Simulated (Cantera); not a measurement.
Feed: 1 mol SiO2, a varied amount of CH4, 0.15 mol CO, at 552 °C and 1.10 mbar.

Cantera equilibrium calculation (NASA polynomials, part measured and part estimated; ideal gas, pure solids and liquids). Candidate condensed phases: C, C6H6, C7H8, C8H18, H2O, Si, SiC, SiO2; 123 gas species. Equilibrium is a limit: real reactors are often held back by kinetics, nucleation or transport.

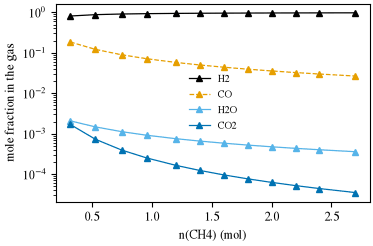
Equilibrium gas composition (values under 1e-9 drawn at 1e-9)

Read off the mole fractions at 1.4 mol CH4.

H2 about 0.95, CO about 0.050, H2O about 0.00066, CO2 about 0.00012.
